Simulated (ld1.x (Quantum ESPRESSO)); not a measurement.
# Pseudopotential generation: Ti (part 2 of 2)

Continued. System: titanium (Ti, Z = 22), core [Ne] 3s2, reference valence 3p6 3d2 4s1.75 4p0.25, valence charge 10. Method: RRKJ potential, PBE, fully relativistic, made with ld1.x (Quantum ESPRESSO) 7.5.

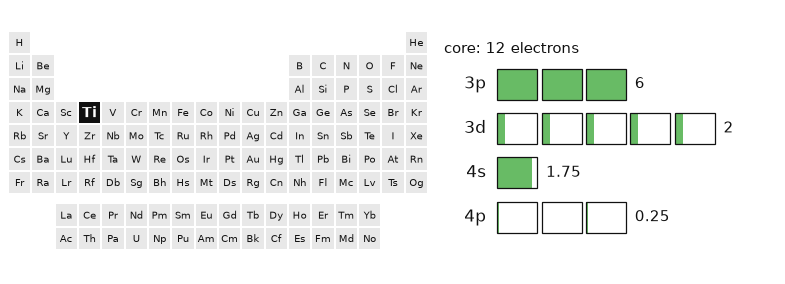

Left, the place of titanium in the periodic table; right, the valence shells of the reference configuration: a box for each of the 2l + 1 orbitals, shaded by the share of the shell that is filled, with the electron count at the right.

Output of the test run (extracts), continued:
```
     ---------------------- Testing the pseudopotential ----------------------

     Ti
     dirac relativistic calculation

     atomic number is 22.00   valence charge is 10.00
     dft =PBE   lsd =0 sic =0 latt =0  beta=0.20 tr2=1.0E-14
     mesh =1177 r(mesh) = 100.37945 xmin = -7.00 dx = 0.01250

     n l  j  nl             e AE (Ry)       e PS (Ry)    De AE-PS (Ry)
     2 1 0.5 3P   1( 2.00)       -4.05694       -4.06335        0.00640  !
     2 1 1.5 3P   1( 4.00)       -4.00855       -4.01495        0.00640  !
     3 2 1.5 3D   1( 0.80)       -1.44879       -1.45272        0.00393
     3 2 2.5 3D   1( 1.20)       -1.44500       -1.45272        0.00772  !
     1 0 0.5 4S   1( 0.00)       -1.24179       -1.24831        0.00652  !
     3 1 0.5 4P   1( 0.00)       -0.91552       -0.90010       -0.01543  !
     3 1 1.5 4P   1( 0.00)       -0.91052       -0.89544       -0.01509  !

     eps = 2.3E-15  iter = 12

     Etot =   -1705.611030 Ry,    -852.805515 Ha,  -23206.020265 eV
     Etotps =   -73.631902 Ry,     -36.815951 Ha,   -1001.813068 eV
     dEtot_ae =       1.482063 Ry
     dEtot_ps =       1.481146 Ry,   Delta E=       0.000916 Ry

     Ekin =      42.638998 Ry,      21.319499 Ha,     580.133124 eV
     Encl =    -170.556588 Ry,     -85.278294 Ha,   -2320.540603 eV
     Ehrt =      49.439135 Ry,      24.719568 Ha,     672.653701 eV
     Ecxc =      -9.829885 Ry,      -4.914943 Ha,    -133.742403 eV
     Epseu=      14.676438 Ry,       7.338219 Ha,     199.683112 eV

     ---------------------- End of pseudopotential test ----------------------

     ---------------------- Testing the pseudopotential ----------------------

     Ti
     dirac relativistic calculation

     atomic number is 22.00   valence charge is 10.00
     dft =PBE   lsd =0 sic =0 latt =0  beta=0.20 tr2=1.0E-14
     mesh =1177 r(mesh) = 100.37945 xmin = -7.00 dx = 0.01250

     n l  j  nl             e AE (Ry)       e PS (Ry)    De AE-PS (Ry)
     2 1 0.5 3P   1( 2.00)       -3.14265       -3.13985       -0.00280
     2 1 1.5 3P   1( 4.00)       -3.09434       -3.09154       -0.00279
     3 2 1.5 3D   1( 0.80)       -0.56431       -0.55992       -0.00438
     3 2 2.5 3D   1( 1.20)       -0.56083       -0.55992       -0.00091
     1 0 0.5 4S   1( 1.50)       -0.53773       -0.53653       -0.00121
     3 1 0.5 4P   1( 0.00)       -0.29049       -0.28306       -0.00743  !
     3 1 1.5 4P   1( 0.00)       -0.28781       -0.28061       -0.00720  !

     eps = 5.5E-15  iter = 37

     Etot =   -1706.932689 Ry,    -853.466345 Ha,  -23224.002354 eV
     Etotps =   -74.954258 Ry,     -37.477129 Ha,   -1019.804637 eV
     dEtot_ae =       0.160403 Ry
     dEtot_ps =       0.158790 Ry,   Delta E=       0.001613 Ry

     Ekin =      41.825991 Ry,      20.912995 Ha,     569.071596 eV
     Encl =    -179.558683 Ry,     -89.779342 Ha,   -2443.020340 eV
     Ehrt =      57.426834 Ry,      28.713417 Ha,     781.331877 eV
     Ecxc =     -10.314201 Ry,      -5.157100 Ha,    -140.331848 eV
     Epseu=      15.665801 Ry,       7.832900 Ha,     213.144078 eV

     ---------------------- End of pseudopotential test ----------------------

     ---------------------- Testing the pseudopotential ----------------------

     Ti
     dirac relativistic calculation

     atomic number is 22.00   valence charge is 10.00
     dft =PBE   lsd =0 sic =0 latt =0  beta=0.20 tr2=1.0E-14
     mesh =1177 r(mesh) = 100.37945 xmin = -7.00 dx = 0.01250

     n l  j  nl             e AE (Ry)       e PS (Ry)    De AE-PS (Ry)
     2 1 0.5 3P   1( 2.00)       -3.07617       -3.09326        0.01710  !
     2 1 1.5 3P   1( 4.00)       -3.02782       -3.04492        0.01710  !
     3 2 1.5 3D   1( 0.80)       -0.48696       -0.50073        0.01377  !
     3 2 2.5 3D   1( 1.20)       -0.48339       -0.50073        0.01734  !
     1 0 0.5 4S   1( 0.00)       -0.43036       -0.43877        0.00841  !
     3 1 0.5 4P   1( 0.67)       -0.19154       -0.18961       -0.00194
     3 1 1.5 4P   1( 1.33)       -0.18911       -0.18734       -0.00176

     eps = 7.8E-15  iter = 16

     Etot =   -1706.686444 Ry,    -853.343222 Ha,  -23220.652016 eV
     Etotps =   -74.693872 Ry,     -37.346936 Ha,   -1016.261906 eV
     dEtot_ae =       0.406649 Ry
     dEtot_ps =       0.419176 Ry,   Delta E=      -0.012527 Ry

     Ekin =      43.045744 Ry,      21.522872 Ha,     585.667181 eV
     Encl =    -180.294533 Ry,     -90.147266 Ha,   -2453.032085 eV
     Ehrt =      57.994059 Ry,      28.997030 Ha,     789.049374 eV
     Ecxc =     -10.326276 Ry,      -5.163138 Ha,    -140.496142 eV
     Epseu=      14.887133 Ry,       7.443567 Ha,     202.549767 eV

     ---------------------- End of pseudopotential test ----------------------

     ---------------------- Testing the pseudopotential ----------------------

     Ti
     dirac relativistic calculation

     atomic number is 22.00   valence charge is 10.00
     dft =PBE   lsd =0 sic =0 latt =0  beta=0.20 tr2=1.0E-14
     mesh =1177 r(mesh) = 100.37945 xmin = -7.00 dx = 0.01250

     n l  j  nl             e AE (Ry)       e PS (Ry)    De AE-PS (Ry)
     2 1 0.5 3P   1( 2.00)       -5.24598       -5.26027        0.01429  !
     2 1 1.5 3P   1( 4.00)       -5.19519       -5.20942        0.01423  !
     3 2 1.5 3D   1( 0.40)       -2.55254       -2.55417        0.00163
     3 2 2.5 3D   1( 0.60)       -2.54790       -2.55417        0.00627  !
     1 0 0.5 4S   1( 0.00)       -1.94350       -1.94350        0.00000
     3 1 0.5 4P   1( 0.00)       -1.54082       -1.51462       -0.02621  !
     3 1 1.5 4P   1( 0.00)       -1.53324       -1.50750       -0.02574  !

     eps = 3.7E-15  iter = 16

     Etot =   -1703.630406 Ry,    -851.815203 Ha,  -23179.072493 eV
     Etotps =   -71.644760 Ry,     -35.822380 Ha,    -974.776616 eV
     dEtot_ae =       3.462687 Ry
     dEtot_ps =       3.468289 Ry,   Delta E=      -0.005601 Ry

     Ekin =      38.134635 Ry,      19.067317 Ha,     518.848136 eV
     Encl =    -156.708656 Ry,     -78.354328 Ha,   -2132.129889 eV
     Ehrt =      40.323141 Ry,      20.161571 Ha,     548.624287 eV
     Ecxc =      -8.805945 Ry,      -4.402973 Ha,    -119.810992 eV
     Epseu=      15.412066 Ry,       7.706033 Ha,     209.691842 eV

     ---------------------- End of pseudopotential test ----------------------

     ---------------------- Testing the pseudopotential ----------------------

     Ti
     dirac relativistic calculation

     atomic number is 22.00   valence charge is 10.00
     dft =PBE   lsd =0 sic =0 latt =0  beta=0.20 tr2=1.0E-14
     mesh =1177 r(mesh) = 100.37945 xmin = -7.00 dx = 0.01250

     n l  j  nl             e AE (Ry)       e PS (Ry)    De AE-PS (Ry)
     2 1 0.5 3P   1( 2.00)       -2.75477       -2.75417       -0.00060
     2 1 1.5 3P   1( 4.00)       -2.70702       -2.70644       -0.00058
     3 2 1.5 3D   1( 1.00)       -0.21404       -0.21323       -0.00080
     3 2 2.5 3D   1( 1.50)       -0.21098       -0.21323        0.00225
     1 0 0.5 4S   1( 1.50)       -0.29705       -0.29617       -0.00088
     3 1 0.5 4P   1( 0.00)       -0.09349       -0.08942       -0.00406
     3 1 1.5 4P   1( 0.00)       -0.09182       -0.08790       -0.00392

     eps = 1.2E-15  iter = 37

     Etot =   -1707.122616 Ry,    -853.561308 Ha,  -23226.586431 eV
     Etotps =   -75.144126 Ry,     -37.572063 Ha,   -1022.387916 eV
     dEtot_ae =      -0.029523 Ry
     dEtot_ps =      -0.031077 Ry,   Delta E=       0.001555 Ry

     Ekin =      43.089574 Ry,      21.544787 Ha,     586.263523 eV
     Encl =    -183.815563 Ry,     -91.907781 Ha,   -2500.938137 eV
     Ehrt =      60.971253 Ry,      30.485626 Ha,     829.556157 eV
     Ecxc =     -10.624421 Ry,      -5.312211 Ha,    -144.552616 eV
     Epseu=      15.235031 Ry,       7.617515 Ha,     207.283156 eV

     ---------------------- End of pseudopotential test ----------------------
```

Results in brief:

- outcome: generated, with a ghost state; no spin-orbit splitting in 3d
- cutoffs needed: 140 Ry and 180 Ry (the cutoffs, on a coarse ladder, from which the occupation-weighted sum of valence levels, in a spherical-Bessel basis at the reference potential, stays within 10 and 1 mRy of its value at 400 Ry); ghost states and empty shells don't enter this sum
- ghost test: ghost state below the valence levels: s at -96.5 eV (spherical-Bessel basis up to 400 Ry, 20 bohr box)
- largest excitation error: -170 meV (all-electron minus pseudo) for 3p6 3d2 4s0 4p2, out of 7 test configurations
- clearest signs, in the scattering phases, of states that the all-electron atom lacks: s near 1.7 Ry
- range over which the phases arctan(r u′/u) at the test radius agree within 0.05 rad (a looser test near the poles than one of phase shifts): s: up to about 0.6 Ry; p1/2: up to about -0.2 Ry; p3/2: up to about -0.2 Ry; d3/2: between about -0.3 and 0.5 Ry; d5/2: between about -0.3 and 0.5 Ry
- hardware: 1 CPU thread, shared host
- wall time: 1.4 s

Remarks:

The potential has a bound ghost state, so it can't be used as it stands. The potential has no spin-orbit splitting in 3d, whose channel is the local potential: both pseudo levels lie at −0.3367 Ry, against −0.3387 and −0.3353 Ry all-electron.
